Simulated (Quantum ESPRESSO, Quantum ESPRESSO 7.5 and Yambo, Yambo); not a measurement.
**CuI (Marshite): G0W0 with Yambo, start to end**

Wanted: ground state, empty states, screening and self-energy for CuI (Marshite).

Method: PBE and many-body steps on it, plane waves, in Quantum ESPRESSO 7.5 and Yambo 5.3.0.

The database entry behind the starting cell differs from later determinations by our own check (about 0.15 % long (mineral sample)), so it need not match the best structure at ambient conditions.

In doubt: a PseudoDojo file used here is known to give poor structures and forces, which bears on pressures, cells, forces and phonons.

### 1. Set-up

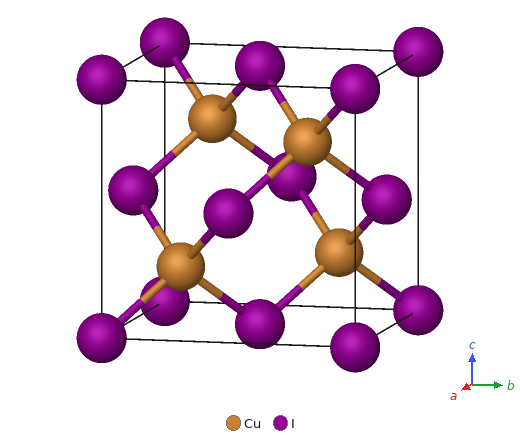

The cell as given, slightly off an axis (copper orange, iodine purple). This picture shows the conventional cell, with its axes. Bonds to atoms that aren't drawn are left out. Some periodic images of atoms are drawn too.

The cell and positions come from the Crystallography Open Database and are kept as given unless a step says otherwise. Spin-orbit coupling is left out unless a step names it.

### 2. Ground state

This step: Quantum ESPRESSO 7.5; DFT, PBE, plane waves, norm-conserving pseudopotentials.

The ground-state density comes first.

Input file pw.in:

```
&control
  calculation = 'scf'
  prefix = 'x'
  outdir = 'o'
  pseudo_dir = 'pseudo'
/
&system
  ibrav = 0
  nat = 2
  ntyp = 2
  ecutwfc = 84.0
  nbnd = 27
  force_symmorphic = .true.
/
&electrons
  conv_thr = 1e-10
  electron_maxstep = 80
  mixing_beta = 0.5
/
ATOMIC_SPECIES
  Cu 63.546 Cu.upf
  I 126.9 I.upf
CELL_PARAMETERS angstrom
  0.0000000000 3.0315000000 3.0315000000
  3.0315000000 0.0000000000 3.0315000000
  3.0315000000 3.0315000000 0.0000000000
ATOMIC_POSITIONS crystal
  Cu 0.2500000000 0.2500000000 0.2500000000
  I 0.0000000000 0.0000000000 0.0000000000
K_POINTS automatic
  6 6 6 0 0 0
```

Command:

```
OMP_NUM_THREADS=1 mpirun -n 4 pw.x -nk 4 -in pw.in > pw.out
```

Output:

```text
Program PWSCF v.7.5 starts

     This program is part of the open-source Quantum ESPRESSO suite
     for quantum simulation of materials; please cite
         "P. Giannozzi et al., J. Phys.:Condens. Matter 21 395502 (2009);
         "P. Giannozzi et al., J. Phys.:Condens. Matter 29 465901 (2017);
         "P. Giannozzi et al., J. Chem. Phys. 152 154105 (2020);
     in publications or presentations arising from this work. More details at
     Message from routine setup:
     using ibrav=0 with symmetry is DISCOURAGED, use correct ibrav instead

     G-vector sticks info

     bravais-lattice index     =            0
     lattice parameter (alat)  =       8.1016  a.u.
     unit-cell volume          =     376.0099 (a.u.)^3
     number of atoms/cell      =            2
     number of atomic types    =            2
     number of electrons       =        44.00
     number of Kohn-Sham states=           27
     kinetic-energy cutoff     =      84.0000  Ry
     charge density cutoff     =     336.0000  Ry
     scf convergence threshold =      1.0E-10
     mixing beta               =       0.5000
     number of iterations used =            8  plain     mixing
     Exchange-correlation= PBE
                           (   1   4   3   4   0   0   0)

     celldm(1)=   8.101612  celldm(2)=   0.000000  celldm(3)=   0.000000
     celldm(4)=   0.000000  celldm(5)=   0.000000  celldm(6)=   0.000000

     crystal axes: (cart. coord. in units of alat)
               a(1) = (   0.000000   0.707107   0.707107 )
               a(2) = (   0.707107   0.000000   0.707107 )
               a(3) = (   0.707107   0.707107   0.000000 )

     reciprocal axes: (cart. coord. in units 2 pi/alat)
               b(1) = ( -0.707107  0.707107  0.707107 )
               b(2) = (  0.707107 -0.707107  0.707107 )
               b(3) = (  0.707107  0.707107 -0.707107 )
     Pseudo is Norm-conserving + core correction, Zval = 19.0
     Generated using ONCVPSP code by D. R. Hamann
     Using radial grid of 1492 points,  6 beta functions with:
     Pseudo is Norm-conserving + core correction, Zval = 25.0
     Generated using ONCVPSP code by D. R. Hamann
     Using radial grid of 1188 points,  8 beta functions with:
     Cu               19.00    63.54600     Cu( 1.00)
     I                25.00   126.90000     I ( 1.00)

     24 Sym. Ops. (no inversion) found

   Cartesian axes

     site n.     atom                  positions (alat units)
         1        Cu     tau(   1) = (   0.3535534   0.3535534   0.3535534  )
         2        I      tau(   2) = (   0.0000000   0.0000000   0.0000000  )

     number of k points=    16
                       cart. coord. in units 2pi/alat
        k(    1) = (   0.0000000   0.0000000   0.0000000), wk =   0.0092593
        k(    2) = (   0.1178511   0.1178511  -0.1178511), wk =   0.0740741
        k(    3) = (   0.2357023   0.2357023  -0.2357023), wk =   0.0740741
        k(    4) = (  -0.3535534  -0.3535534   0.3535534), wk =   0.0370370
        k(    5) = (   0.2357023   0.0000000  -0.0000000), wk =   0.0555556
        k(    6) = (   0.3535534   0.1178511  -0.1178511), wk =   0.2222222
        k(    7) = (  -0.2357023  -0.4714045   0.4714045), wk =   0.2222222
        k(    8) = (  -0.1178511  -0.3535534   0.3535534), wk =   0.2222222
        k(    9) = (   0.0000000  -0.2357023   0.2357023), wk =   0.1111111
        k(   10) = (   0.4714045   0.0000000  -0.0000000), wk =   0.0555556
     [... 4 further rows ...]
        k(   15) = (  -0.1178511  -0.3535534   0.5892557), wk =   0.2222222
        k(   16) = (  -0.7071068   0.2357023   0.0000000), wk =   0.1111111

     Dense  grid:    39189 G-vectors     FFT dimensions: (  48,  48,  48)

     Initial potential from superposition of free atoms

     starting charge      43.9996, renormalised to      44.0000
     Starting wfcs are   23 randomized atomic wfcs +    4 random wfcs

     per-process dynamical memory:    36.3 Mb

     Self-consistent Calculation

     iteration #  1     ecut=    84.00 Ry     beta= 0.50

     Threshold (ethr) on eigenvalues was too large:
     Diagonalizing with lowered threshold

     total energy              =   -1004.64241301 Ry
     estimated scf accuracy    <       0.07425751 Ry

     iteration #  2     ecut=    84.00 Ry     beta= 0.50

     total energy              =   -1004.66553308 Ry
     estimated scf accuracy    <       0.06640166 Ry

     iteration #  3     ecut=    84.00 Ry     beta= 0.50

     total energy              =   -1004.67483485 Ry
     estimated scf accuracy    <       0.00140042 Ry

     iteration #  4     ecut=    84.00 Ry     beta= 0.50

     total energy              =   -1004.67512242 Ry
     estimated scf accuracy    <       0.00084776 Ry

     iteration #  5     ecut=    84.00 Ry     beta= 0.50

     total energy              =   -1004.67526120 Ry
     estimated scf accuracy    <       0.00000621 Ry

     iteration #  6     ecut=    84.00 Ry     beta= 0.50

     total energy              =   -1004.67525988 Ry
     estimated scf accuracy    <       0.00001651 Ry

     iteration #  7     ecut=    84.00 Ry     beta= 0.50

     total energy              =   -1004.67526477 Ry
     estimated scf accuracy    <       0.00000369 Ry

     iteration #  8     ecut=    84.00 Ry     beta= 0.50

     total energy              =   -1004.67526522 Ry
     estimated scf accuracy    <       0.00000010 Ry

     iteration #  9     ecut=    84.00 Ry     beta= 0.50

     total energy              =   -1004.67526523 Ry
     estimated scf accuracy    <          8.7E-09 Ry

     iteration # 10     ecut=    84.00 Ry     beta= 0.50

     total energy              =   -1004.67526523 Ry
     estimated scf accuracy    <          8.6E-09 Ry

     iteration # 11     ecut=    84.00 Ry     beta= 0.50

     End of self-consistent calculation

          k = 0.0000 0.0000 0.0000 (  4909 PWs)   bands (ev):

  -167.0560-113.9829-113.9829-113.9829-102.3482 -59.7749 -59.7749 -59.7749
   -36.5976 -36.5976 -36.5952 -36.5952 -36.5952  -4.8943   5.5003   5.5003
     5.5003   7.3186   7.3186   9.1591   9.1591   9.1591  10.2556  14.0271
    14.0271  14.0271  17.2831

          k = 0.1179 0.1179-0.1179 (  4870 PWs)   bands (ev):

  -167.0560-113.9828-113.9828-113.9828-102.3482 -59.7748 -59.7748 -59.7748
   -36.5942 -36.5942 -36.5936 -36.5874 -36.5874  -4.7695   4.9894   5.5088
     5.5088   7.3098   7.3098   8.2966   8.9664   8.9664  11.1872  14.0221
    14.3750  14.3750  17.9718

          k = 0.2357 0.2357-0.2357 (  4879 PWs)   bands (ev):

  -167.0560-113.9828-113.9828-113.9828-102.3482 -59.7748 -59.7748 -59.7748
   -36.5953 -36.5953 -36.5926 -36.5874 -36.5874  -4.4958   4.0114   5.5190
     5.5190   7.3210   7.3210   7.6146   8.6206   8.6206  11.3723  14.6367
    14.6367  15.5573  17.7768

          k =-0.3536-0.3536 0.3536 (  4910 PWs)   bands (ev):

     [... further k-points ...]

     highest occupied, lowest unoccupied level (ev):     9.1591   10.2556

!    total energy              =   -1004.67526523 Ry
     estimated scf accuracy    <          2.5E-12 Ry

     The total energy is the sum of the following terms:
     one-electron contribution =    -810.28903411 Ry
     hartree contribution      =     392.75897309 Ry
     xc contribution           =    -126.08869929 Ry
     ewald contribution        =    -461.05650492 Ry

     convergence has been achieved in  11 iterations

     XML data file, charge density, pseudopotentials, collected wavefunctions

=------------------------------------------------------------------------------=
   JOB DONE.
=------------------------------------------------------------------------------=
```

Elapsed: 24 s, on 4 MPI ranks of Intel Xeon Platinum 8259CL at 2.50GHz (Skylake/Cascade Lake), shared host; peak memory 0.35 GiB; 95 s of CPU time.

Numbers from this step:

| Quantity | Value |
| --- | --- |
| total energy | -13669.3033 eV |
| gap | 1.096 eV |
| k of the valence top | 0, 0, 0 |
| k of the conduction bottom | 0, 0, 0 |
| least direct gap | 1.096 eV |

The gap is direct, at Γ.

### 3. Bands along the symmetry lines

The cheap functional maps the bands first; the places of the edges decide which points the dearer methods must see.

Input file pw.in:

```
&control
  calculation = 'bands'
  prefix = 'x'
  outdir = 'o'
  pseudo_dir = 'pseudo'
/
&system
  ibrav = 0
  nat = 2
  ntyp = 2
  ecutwfc = 84.0
  nbnd = 28
  force_symmorphic = .true.
/
&electrons
  conv_thr = 1e-9
  electron_maxstep = 80
  diago_full_acc = .true.
  diago_thr_init = 5e-6
/
ATOMIC_SPECIES
  Cu 63.546 Cu.upf
  I 126.9 I.upf
CELL_PARAMETERS angstrom
  0.0000000000 3.0315000000 3.0315000000
  3.0315000000 0.0000000000 3.0315000000
  3.0315000000 3.0315000000 0.0000000000
ATOMIC_POSITIONS crystal
  Cu 0.2500000000 0.2500000000 0.2500000000
  I 0.0000000000 0.0000000000 0.0000000000
K_POINTS crystal
  50
  0.00000000 0.00000000 0.00000000 1
  -0.06250000 -0.06250000 0.00000000 1
  -0.12500000 -0.12500000 0.00000000 1
  -0.18750000 -0.18750000 0.00000000 1
  -0.25000000 -0.25000000 0.00000000 1
  -0.31250000 -0.31250000 0.00000000 1
  -0.37500000 -0.37500000 0.00000000 1
  -0.43750000 -0.43750000 0.00000000 1
  -0.50000000 -0.50000000 0.00000000 1
  -0.48437500 -0.48437500 0.03125000 1
  -0.46875000 -0.46875000 0.06250000 1
  -0.45312500 -0.45312500 0.09375000 1
  -0.43750000 -0.43750000 0.12500000 1
  -0.42187500 -0.42187500 0.15625000 1
  -0.40625000 -0.40625000 0.18750000 1
  -0.39062500 -0.39062500 0.21875000 1
  -0.37500000 -0.37500000 0.25000000 1
  -0.37500000 0.00000000 0.37500000 1
  -0.32812500 0.00000000 0.32812500 1
  -0.28125000 0.00000000 0.28125000 1
  -0.23437500 0.00000000 0.23437500 1
  -0.18750000 0.00000000 0.18750000 1
  -0.14062500 0.00000000 0.14062500 1
  -0.09375000 0.00000000 0.09375000 1
  -0.04687500 0.00000000 0.04687500 1
  0.00000000 0.00000000 0.00000000 1
  0.00000000 0.00000000 0.06250000 1
  0.00000000 0.00000000 0.12500000 1
  0.00000000 0.00000000 0.18750000 1
  0.00000000 0.00000000 0.25000000 1
  0.00000000 0.00000000 0.31250000 1
  0.00000000 0.00000000 0.37500000 1
  0.00000000 0.00000000 0.43750000 1
  -0.00000000 0.00000000 0.50000000 1
  -0.06250000 -0.03125000 0.46875000 1
  -0.12500000 -0.06250000 0.43750000 1
  -0.18750000 -0.09375000 0.40625000 1
  -0.25000000 -0.12500000 0.37500000 1
  -0.31250000 -0.15625000 0.34375000 1
  -0.37500000 -0.18750000 0.31250000 1
  -0.43750000 -0.21875000 0.28125000 1
  -0.50000000 -0.25000000 0.25000000 1
  -0.50000000 -0.28125000 0.21875000 1
  -0.50000000 -0.31250000 0.18750000 1
  -0.50000000 -0.34375000 0.15625000 1
  -0.50000000 -0.37500000 0.12500000 1
  -0.50000000 -0.40625000 0.09375000 1
  -0.50000000 -0.43750000 0.06250000 1
  -0.50000000 -0.46875000 0.03125000 1
  -0.50000000 -0.50000000 0.00000000 1
```

Output:

```text
[banner, memory and clock lines left out]
Program PWSCF v.7.5 starts

     Atomic positions and unit cell read from directory:
     o/x.save/

     Message from routine setup:
     using ibrav=0 with symmetry is DISCOURAGED, use correct ibrav instead

     G-vector sticks info

     bravais-lattice index     =            0
     lattice parameter (alat)  =       8.1016  a.u.
     unit-cell volume          =     376.0099 (a.u.)^3
     number of atoms/cell      =            2
     number of atomic types    =            2
     number of electrons       =        44.00
     number of Kohn-Sham states=           28
     kinetic-energy cutoff     =      84.0000  Ry
     charge density cutoff     =     336.0000  Ry
     Exchange-correlation= PBE
                           (   1   4   3   4   0   0   0)

     celldm(1)=   8.101612  celldm(2)=   0.000000  celldm(3)=   0.000000
     celldm(4)=   0.000000  celldm(5)=   0.000000  celldm(6)=   0.000000

     crystal axes: (cart. coord. in units of alat)
               a(1) = (   0.000000   0.707107   0.707107 )
               a(2) = (   0.707107   0.000000   0.707107 )
               a(3) = (   0.707107   0.707107   0.000000 )

     reciprocal axes: (cart. coord. in units 2 pi/alat)
               b(1) = ( -0.707107  0.707107  0.707107 )
               b(2) = (  0.707107 -0.707107  0.707107 )
               b(3) = (  0.707107  0.707107 -0.707107 )
     Pseudo is Norm-conserving + core correction, Zval = 19.0
     Generated using ONCVPSP code by D. R. Hamann
     Using radial grid of 1492 points,  6 beta functions with:
     Pseudo is Norm-conserving + core correction, Zval = 25.0
     Generated using ONCVPSP code by D. R. Hamann
     Using radial grid of 1188 points,  8 beta functions with:
     Cu               19.00    63.54600     Cu( 1.00)
     I                25.00   126.90000     I ( 1.00)

     24 Sym. Ops. (no inversion) found

   Cartesian axes

     site n.     atom                  positions (alat units)
         1        Cu     tau(   1) = (   0.3535534   0.3535534   0.3535534  )
         2        I      tau(   2) = (   0.0000000   0.0000000   0.0000000  )

     number of k points=    50
                       cart. coord. in units 2pi/alat
        k(    1) = (   0.0000000   0.0000000   0.0000000), wk =   0.0400000
        k(    2) = (   0.0000000   0.0000000  -0.0883883), wk =   0.0400000
        k(    3) = (   0.0000000   0.0000000  -0.1767767), wk =   0.0400000
[...]
[... 38 further rows ...]
        k(   49) = (   0.0441942  -0.0000000  -0.7071068), wk =   0.0400000
        k(   50) = (   0.0000000   0.0000000  -0.7071068), wk =   0.0400000

     Dense  grid:    39189 G-vectors     FFT dimensions: (  48,  48,  48)

     The potential is recalculated from file :
     o/x.save/charge-density

     Starting wfcs are   23 randomized atomic wfcs +    5 random wfcs

     Band Structure Calculation

     End of band structure calculation

          k = 0.0000 0.0000 0.0000 (  4909 PWs)   bands (ev):

  -167.0560-113.9828-113.9828-113.9828-102.3482 -59.7749 -59.7749 -59.7749
   -36.5976 -36.5976 -36.5952 -36.5952 -36.5952  -4.8943   5.5003   5.5003
     5.5003   7.3186   7.3186   9.1591   9.1591   9.1591  10.2556  14.0271
    14.0271  14.0271  17.2832  18.8735

          k = 0.0000 0.0000-0.0884 (  4925 PWs)   bands (ev):

  -167.0560-113.9829-113.9829-113.9828-102.3482 -59.7750 -59.7750 -59.7749
   -36.5994 -36.5985 -36.5985 -36.5982 -36.5949  -4.8696   5.4099   5.4956
[...]
14.1755  14.1755  17.5784  18.1738

          k = 0.0000 0.0000-0.1768 (  4897 PWs)   bands (ev):

  -167.0560-113.9829-113.9829-113.9828-102.3482 -59.7749 -59.7749 -59.7748
[...]
14.5885  14.5885  17.0946  18.4674

          k = 0.0000 0.0000-0.2652 (  4905 PWs)   bands (ev):

[...]
k =-0.0000-0.0000-0.4419 (  4897 PWs)   bands (ev):

[...]
k =-0.0000-0.0000-0.6187 (  4888 PWs)   bands (ev):

[...]
k = 0.5303-0.0000-0.5303 (  4914 PWs)   bands (ev):

[...]
k = 0.3977-0.0000-0.3977 (  4892 PWs)   bands (ev):

[...]
k = 0.2652-0.0000-0.2652 (  4878 PWs)   bands (ev):

[...]
k = 0.0000 0.0000 0.0000 (  4909 PWs)   bands (ev):

[...]
k = 0.1326 0.0000-0.7071 (  4890 PWs)   bands (ev):

[...]
k = 0.0884-0.0000-0.7071 (  4884 PWs)   bands (ev):

[...]
k = 0.0442-0.0000-0.7071 (  4882 PWs)   bands (ev):

  -167.0560-113.9828-113.9828-113.9828-102.3482 -59.7749 -59.7748 -59.7748
[...]
18.1644  18.7147  18.9658  20.7298

          k = 0.0000 0.0000-0.7071 (  4880 PWs)   bands (ev):

  -167.0560-113.9828-113.9828-113.9828-102.3482 -59.7749 -59.7748 -59.7748
   -36.5931 -36.5931 -36.5925 -36.5916 -36.5867  -4.1574   3.5576   5.3813
     5.3814   7.2933   7.3713   7.4075   7.6717   7.6717  11.8621  12.0485
    18.3107  18.8995  18.8995  20.6969

     XML data file, pseudopotentials, collected wavefunctions
```

Wall time 16 s (4 MPI ranks); peak memory 0.3 GiB; 64 s of CPU time.

Numbers from this step:

| Property | Result |
| --- | --- |
| gap | 1.096 eV |
| k of the valence top | 0, 0, 0 |
| k of the conduction bottom | 0, 0, 0 |
| least direct gap | 1.096 eV |

The gap is 1.096 eV, as in the run before at this level.

The electronic bands at the labelled points (eV, zero at the top of the highest filled band):

| point | band 19 | band 20 | band 21 | band 22 | band 23 | band 24 | band 25 | band 26 |
| --- | --- | --- | --- | --- | --- | --- | --- | --- |
| Γ | -1.84 | 0.00 | 0.00 | 0.00 | 1.10 | 4.87 | 4.87 | 4.87 |
| X | -1.79 | -1.75 | -1.49 | -1.49 | 2.70 | 2.89 | 9.15 | 9.74 |
| U | -1.81 | -1.70 | -1.50 | -1.24 | 3.08 | 4.60 | 7.53 | 7.86 |
| jump to K | -1.81 | -1.70 | -1.50 | -1.24 | 3.08 | 4.60 | 7.53 | 7.86 |
| Γ | -1.84 | 0.00 | 0.00 | 0.00 | 1.10 | 4.87 | 4.87 | 4.87 |
| L | -1.81 | -1.77 | -0.71 | -0.71 | 2.12 | 5.41 | 5.41 | 7.37 |
| W | -1.89 | -1.76 | -1.59 | -1.25 | 4.47 | 4.65 | 6.00 | 6.38 |
| X | -1.79 | -1.75 | -1.49 | -1.49 | 2.70 | 2.89 | 9.15 | 9.74 |

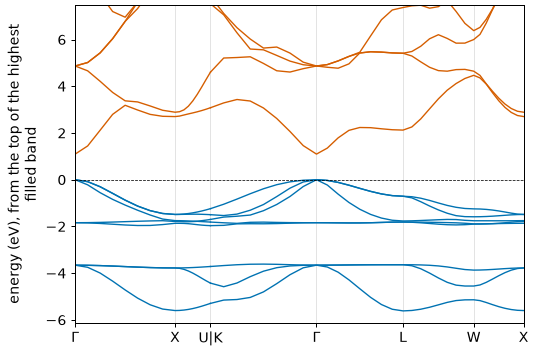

Electronic bands along the path; lines of filled and empty bands in two colours.

(Continued in part 2 of 3.)

[Paths, hosts, dates, memory and timing lines, banners, echoed tables and standing remarks are left out of the program output.]

[Logs are printed without paths, hosts, clocks, repeated set-up lines and the standing remarks that a program may print on its own settings, such as how far it seeks lower states.]

[Runs of the session that timed out or met a known fault of the program may be left out.]

[Hosts, paths, dates, database ids (printed as entryN), source tags and the programs' standing remarks are cut or masked in the printed files.]
